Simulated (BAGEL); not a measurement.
# One shape, several levels: doublet C4H5N+

We compute a comparison of 4 runs (ROHF/6-31G*, UHF/6-31G*, ROHF/cc-pVDZ, UHF/cc-pVDZ) of doublet C4H5N+. 

Program for the calculation: BAGEL 1.2.2.

## (1) The system as given

The species is C4H5N+ (10 atoms), meant as a doublet with charge +1. As SMILES of the parent species, `C/C=C/C#N`. Geometry: relaxed at PBE0-D4/def2-TZVP. That shape belongs to the parent species and isn't relaxed for this state.

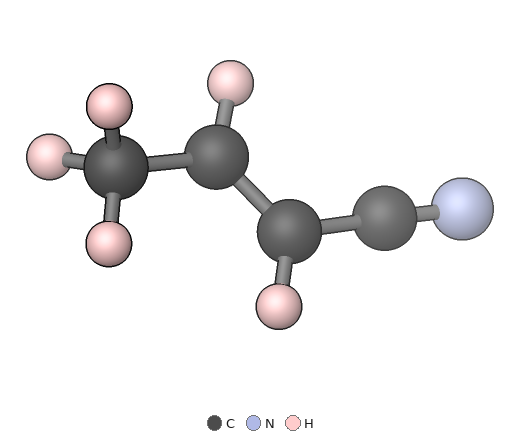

Viewed from a chosen angle; carbon dark grey, nitrogen light blue, hydrogen pink.

## (2) A single-point energy at ROHF/6-31G(d) (density fitting with cc-pvqz-jkfit, spherical functions) (run 1)

File hf.json:

```json
{ "bagel" : [

{
  "title" : "molecule",
  "basis" : "6-31gs.json",
  "df_basis" : "cc-pvqz-jkfit",
  "angstrom" : true,
  "geometry" : [
    { "atom" : "C", "xyz" : [   -0.671820,   -1.304830,    0.459770 ] },
    { "atom" : "C", "xyz" : [   -0.394790,    0.111030,    0.117550 ] },
    { "atom" : "C", "xyz" : [    0.766730,    0.556490,   -0.362690 ] },
    { "atom" : "C", "xyz" : [    0.990080,    1.923780,   -0.677640 ] },
    { "atom" : "N", "xyz" : [    1.190610,    3.028220,   -0.938870 ] },
    { "atom" : "H", "xyz" : [   -0.953280,   -1.396560,    1.513360 ] },
    { "atom" : "H", "xyz" : [   -1.519710,   -1.680820,   -0.121100 ] },
    { "atom" : "H", "xyz" : [    0.190730,   -1.945580,    0.272300 ] },
    { "atom" : "H", "xyz" : [   -1.198750,    0.826070,    0.272020 ] },
    { "atom" : "H", "xyz" : [    1.600210,   -0.117820,   -0.534690 ] }
  ]
},
{ "title" : "rohf", "charge" : 1, "nopen" : 1 },
{ "title" : "print", "file" : "orbitals.molden", "orbitals" : true }

]}
```

The basis set 6-31G* is read from a file made from the Basis Set Exchange's data (not shown).

Launch:

```bash
BAGEL_NUM_THREADS=1 BAGEL hf.json > hf.out
```

The program printed:

```text
* using 1 threads per process

  ===============================================================
  ===============================================================

  *** Geometry ***

  { "atom" : "C", "xyz" : [     -1.269556,     -2.465771,      0.868839 ] },
  { "atom" : "C", "xyz" : [     -0.746045,      0.209816,      0.222137 ] },
  { "atom" : "C", "xyz" : [      1.448910,      1.051614,     -0.685385 ] },
[... 6 lines of this table left out ...]
  { "atom" : "H", "xyz" : [      3.023959,     -0.222648,     -1.010418 ] },

  Number of auxiliary basis functions:      785

  Since a DF basis is specified, we compute 2- and 3-index integrals:
    o Being stored without compression. Storage requirement is 0.040 GB

  Number of basis functions:       80
  Number of electrons      :       36

    * METHOD: MOLECULE                             1.26

  *** Open-shell HF ***

  === Nuclear Repulsion ===
   139.0934830111

      * DIIS with orbital gradients will be used.

  === ROHF iteration (6-31gs.json) ===
      0       -208.22271257          0.04358342           0.29
      1       -208.30056116          0.04137303           0.30
      2       -208.30409451          0.04060626           0.26
[... 20 lines of this table left out ...]
     23       -208.46931874          0.00000001           0.34
    * SCF iteration converged.

    * S^2 (ROHF) is 0.7500

    * Permanent dipole moment:
           (    0.669600,     1.804862,    -0.545563) a.u.

    * METHOD: ROHF                                 7.21

    * METHOD: PRINT                                0.02

  ===============================================================
```

Wall time 9 s (1 thread of Intel Xeon Platinum 8259CL at 2.50GHz (Skylake/Cascade Lake), shared host); peak memory 0.16 GiB.

## (3) A single-point energy at UHF/6-31G(d) (density fitting with cc-pvqz-jkfit, spherical functions) (run 2)

Changes to hf.json since step 2:

```diff
@@ -6,3 +6,3 @@
   "df_basis" : "cc-pvqz-jkfit",
-  "angstrom" : true,
+  "angstrom" : "true",
   "geometry" : [
@@ -20,4 +20,4 @@
 },
-{ "title" : "rohf", "charge" : 1, "nopen" : 1 },
-{ "title" : "print", "file" : "orbitals.molden", "orbitals" : true }
+{ "title" : "uhf", "charge" : 1, "nopen" : 1 },
+{ "title" : "print", "file" : "orbitals.molden", "orbitals" : "true" }
```

The basis set 6-31G* is read from a file made from the Basis Set Exchange's data (not shown).

Launch:

```bash
BAGEL_NUM_THREADS=1 BAGEL hf.json > hf.out
```

The program printed:

```text
* using 1 threads per process

  ===============================================================
  ===============================================================

  *** Geometry ***

  { "atom" : "C", "xyz" : [     -1.269556,     -2.465771,      0.868839 ] },
  { "atom" : "C", "xyz" : [     -0.746045,      0.209816,      0.222137 ] },
  { "atom" : "C", "xyz" : [      1.448910,      1.051614,     -0.685385 ] },
[... 6 lines of this table left out ...]
  { "atom" : "H", "xyz" : [      3.023959,     -0.222648,     -1.010418 ] },

  Number of auxiliary basis functions:      785

  Since a DF basis is specified, we compute 2- and 3-index integrals:
    o Being stored without compression. Storage requirement is 0.040 GB

  Number of basis functions:       80
  Number of electrons      :       36

    * METHOD: MOLECULE                             2.12

  *** Open-shell HF ***

  === Nuclear Repulsion ===
   139.0934830111

      * DIIS with orbital gradients will be used.

  === UHF iteration (6-31gs.json) ===
      0       -208.22271257          0.04358342           0.25
      1       -208.31014843          0.04078519           0.24
      2       -208.32305373          0.03920750           0.24
[... 30 lines of this table left out ...]
     33       -208.48120125          0.00000001           0.35
    * SCF iteration converged.

    * S^2 (UHF) is 0.9283

    * Permanent dipole moment:
           (    0.656185,     1.643923,    -0.512953) a.u.

    * METHOD: UHF                                 10.07

    * METHOD: PRINT                                0.02

  ===============================================================
```

Run time: 13 s. Hardware: 1 thread of Intel Xeon Platinum 8259CL at 2.50GHz (Skylake/Cascade Lake), shared host; peak memory 0.16 GiB.

Run 3 isn't shown in full; the table further down has it.

## (4) A single-point energy at UHF/cc-pVDZ (density fitting with cc-pvqz-jkfit) (run 4)

File input.json:

```json
{ "bagel" : [

{
  "title" : "molecule",
  "basis" : "cc-pvdz.json",
  "df_basis" : "cc-pvqz-jkfit",
  "angstrom" : true,
  "geometry" : [
    { "atom" : "C", "xyz" : [      -0.671820,      -1.304830,       0.459770 ] },
    { "atom" : "C", "xyz" : [      -0.394790,       0.111030,       0.117550 ] },
    { "atom" : "C", "xyz" : [       0.766730,       0.556490,      -0.362690 ] },
    { "atom" : "C", "xyz" : [       0.990080,       1.923780,      -0.677640 ] },
    { "atom" : "N", "xyz" : [       1.190610,       3.028220,      -0.938870 ] },
    { "atom" : "H", "xyz" : [      -0.953280,      -1.396560,       1.513360 ] },
    { "atom" : "H", "xyz" : [      -1.519710,      -1.680820,      -0.121100 ] },
    { "atom" : "H", "xyz" : [       0.190730,      -1.945580,       0.272300 ] },
    { "atom" : "H", "xyz" : [      -1.198750,       0.826070,       0.272020 ] },
    { "atom" : "H", "xyz" : [       1.600210,      -0.117820,      -0.534690 ] }
  ]
},

{ "title" : "uhf", "charge" : 1, "nopen" : 1 },

{ "title" : "print", "file" : "orbitals.molden", "orbitals" : true }

]}
```

The basis set cc-pVDZ is read from a file made from the Basis Set Exchange's data (not shown).

Launch:

```bash
BAGEL_NUM_THREADS=1 BAGEL input.json > input.out
```

The program printed:

```text
* using 1 threads per process

  ===============================================================
  ===============================================================

  *** Geometry ***

  { "atom" : "C", "xyz" : [     -1.269556,     -2.465771,      0.868839 ] },
  { "atom" : "C", "xyz" : [     -0.746045,      0.209816,      0.222137 ] },
  { "atom" : "C", "xyz" : [      1.448910,      1.051614,     -0.685385 ] },
[... 6 lines of this table left out ...]
  { "atom" : "H", "xyz" : [      3.023959,     -0.222648,     -1.010418 ] },

  Number of auxiliary basis functions:      785

  Since a DF basis is specified, we compute 2- and 3-index integrals:
    o Being stored without compression. Storage requirement is 0.057 GB

  Number of basis functions:       95
  Number of electrons      :       36

    * METHOD: MOLECULE                             1.47

  *** Open-shell HF ***

  === Nuclear Repulsion ===
   139.0934830111

      * DIIS with orbital gradients will be used.

  === UHF iteration (cc-pvdz.json) ===
      0       -208.25967894          0.03157087           0.56
      1       -208.36466071          0.02837698           0.30
      2       -208.38025334          0.02607057           0.30
[... 28 lines of this table left out ...]
     31       -208.49885759          0.00000001           0.30
    * SCF iteration converged.

    * S^2 (UHF) is 0.9263

    * Permanent dipole moment:
           (    0.656524,     1.655628,    -0.515115) a.u.

    * METHOD: UHF                                 11.41

    * METHOD: PRINT                                0.02

  ===============================================================
```

Wall time 13 s (1 thread of Intel Xeon Platinum 8259CL at 2.50GHz (Skylake/Cascade Lake), shared host); peak memory 0.19 GiB.

## (5) The series

| run | level | energy (Eh) | ⟨S²⟩ | wall time |
| --- | --- | --- | --- | --- |
| 1 | ROHF/6-31G* (density fitting with cc-pvqz-jkfit, spherical functions) | -208.469319 | 0.750 | 9 s |
| 2 | UHF/6-31G* (density fitting with cc-pvqz-jkfit, spherical functions) | -208.481201 | 0.928 | 13 s |
| 3 | ROHF/cc-pVDZ (density fitting with cc-pvqz-jkfit) | -208.486781 | 0.750 | 9.6 s |
| 4 | UHF/cc-pVDZ (density fitting with cc-pvqz-jkfit) | -208.498858 | 0.926 | 13 s |

## (6) Summary of results

| quantity | value |
| --- | --- |
| run 4: total energy | -208.49886 Eh |
| run 4: ⟨S²⟩ | 0.926 |

**Reading.** Spin contamination of the reference: run 2 ⟨S²⟩ = 0.93, run 4 ⟨S²⟩ = 0.93. All runs together took 44 s, the longest 13 s.
